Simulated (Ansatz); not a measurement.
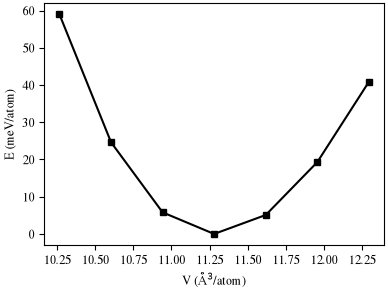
Figure: Cu (fcc (Cu type), space group No. 225) under volume change, plane-wave PAW r²SCAN+D4 (Ansatz code), scaled uniformly.

What does a third-order Birch–Murnaghan fit give for V₀, B₀ and B′?

V₀ = 11.28 Å³/atom, B₀ = 171 GPa, B′ = 5.1.

Space group Fm-3m (fcc (Cu type)). Symmetry was held in the r²SCAN+D4 relaxation. No spin polarisation was allowed. The pairwise dispersion correction was not fitted to metals.

Potentials: the later of the program's two PAW sets.
